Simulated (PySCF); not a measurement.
## Electronic structure of C₂H₇NSi₂ in real space

```yaml
atoms:
  - { symbol: C, position_ang: [-1.2445, -0.9959, 0.8032] }
  - { symbol: Si, position_ang: [-0.4010, 0.0757, -0.5245] }
  - { symbol: Si, position_ang: [1.9152, 0.0431, -0.4059] }
  - { symbol: C, position_ang: [-1.0132, 1.8130, -0.1867] }
  - { symbol: N, position_ang: [-1.3512, 2.8872, 0.0283] }
  - { symbol: H, position_ang: [-0.9372, -0.6980, 1.8025] }
  - { symbol: H, position_ang: [-0.9819, -2.0429, 0.6773] }
  - { symbol: H, position_ang: [-2.3277, -0.9200, 0.7586] }
  - { symbol: H, position_ang: [-1.0004, -0.2298, -1.8359] }
  - { symbol: H, position_ang: [2.4041, 0.4748, 0.9058] }
  - { symbol: H, position_ang: [2.5212, 0.9085, -1.4183] }
  - { symbol: H, position_ang: [2.4179, -1.3164, -0.6304] }
```

Geometry: GFN2-xTB.

Theory: PySCF 2.14.0, PBE0/pcSseg-1, SCF density, gas phase, non-relativistic.

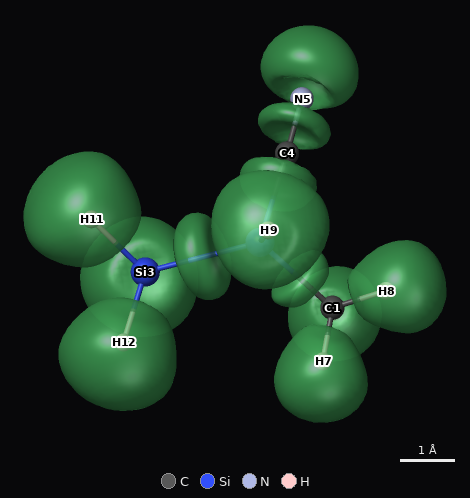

Figure 1. Isosurface of the ELF at 0.8 (green), seen at a tilt. Core shells and regions of very low density are left out.

Q: Where are the electrons localised?

A: The surface consists of one region between bonded C–N atoms (shared pairs), two regions between bonded C–Si atoms (shared pairs), one region between bonded Si–Si atoms (shared pairs), seven regions around hydrogen nuclei and one lobe on N, pointing away from the bonds (lone pairs). Profiles from the grid: C–N (1.15 Å): the ELF peaks at about 0.85 between the atoms: a multiple bond. C–Si (1.87 Å): the ELF peaks at about 1 between the atoms, as expected for a shared electron pair.

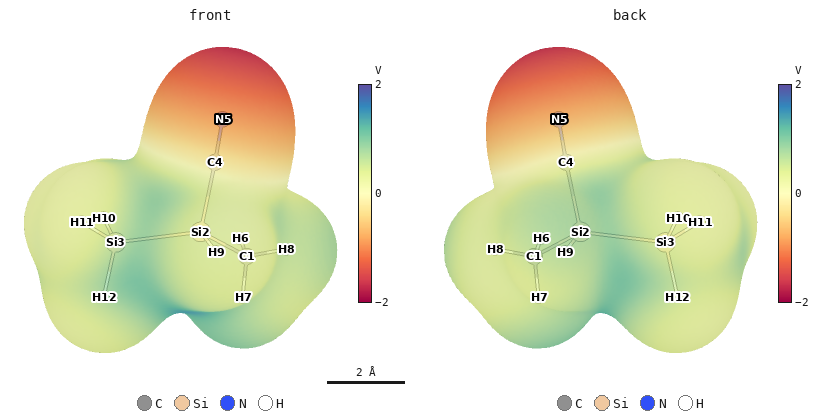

Figure 2. The electrostatic potential painted on the density surface at 0.001 e/bohr³, seen from the front and from behind; the colour scale runs from red (negative) to blue (positive).

Q: Describe the electrostatic potential map.

A: The most negative region (about −1.6 V) lies over N5, the most positive (about +1.3 V) over Si2. N5 is the likeliest acceptor of a hydrogen bond.

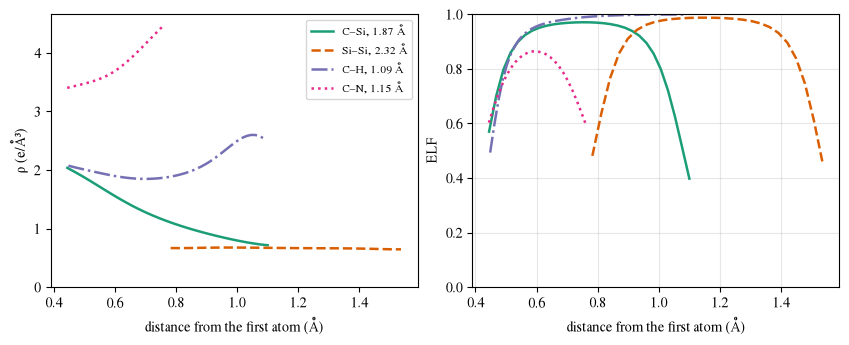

Figure 3. Total electron density and electron localisation function along straight lines between neighbouring atoms. The curves leave out the atomic cores.

Q: What kind of bonding do the profiles show?

A: C–Si (1.87 Å): the density is about 0.87 e/Å³ at the midpoint; the ELF peaks at about 1 between the atoms, as expected for a shared electron pair.
Si–Si (2.32 Å): the density is about 0.67 e/Å³ at the midpoint; the ELF peaks at about 1 between the atoms, as expected for localised, covalent bonding.
C–H (1.09 Å): ρ at the midpoint is about 2 e/Å³; the ELF climbs to about 1 towards the hydrogen, as it does in any bond to H (a covalent bond by its length).
C–N (1.15 Å): the density is about 3.6 e/Å³ at the midpoint; the ELF peaks at about 0.85 between the atoms (a multiple bond).
